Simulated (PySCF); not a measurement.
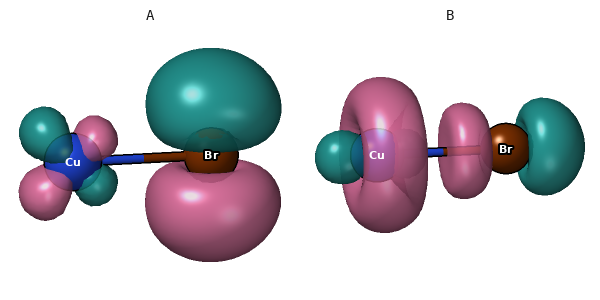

Figure. CuBr. Two frontier orbitals, each drawn at the value that holds 80 % of its norm (teal and pink are the two phases), in no order; of a degenerate pair one member is drawn.

Computed with PySCF, PBE0/cc-pVTZ(-PP), non-relativistic Hamiltonian with scalar-relativistic core potentials where named, at a bond length of 2.185 Å.

Q: Label each orbital by symmetry, say whether it is occupied, and order them by energy.

A: Orbital B: σ, occupied, −7.67 eV; mainly on Cu (75 %).
Orbital A: π, occupied, −7.18 eV; mainly on Br (75 %).
